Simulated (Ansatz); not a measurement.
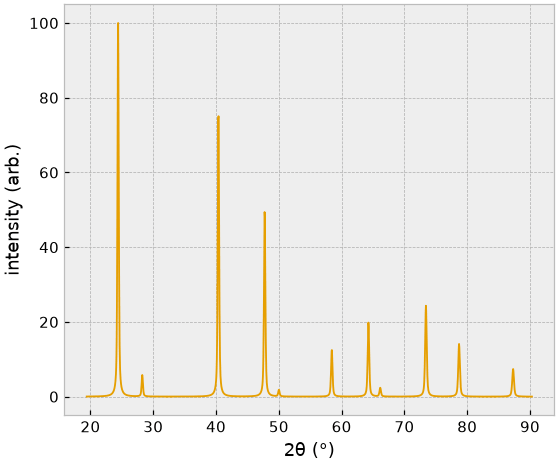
Fig. 1. Simulated powder pattern, Co Kα, λ = 1.79026 Å

The pattern belongs to a structure relaxed with the program Ansatz at the PBE level (PAW).

### Question
Which compound is it?
(A) TaTe, rock salt
(B) TePt, Cmcm (Te on 4c, Pt on 4c)
(C) TePb, zinc blende
(D) CdTe, CsCl type

### Answer
C, TePb, zinc blende

Space group F-43m (zinc blende). The start of the workflow was typed in or built on a structure type; neither database checked (COD, Materials Project) lists it. It is not the phase usual at ambient conditions (space group No. 225). The cell was relaxed with PBE under the symmetry of its start; whether a distortion lowers the energy is not shown. Scalar-relativistic: spin–orbit coupling is off unless named, which matters more the heavier the elements.

Potentials: the earlier of the program's two PAW sets.
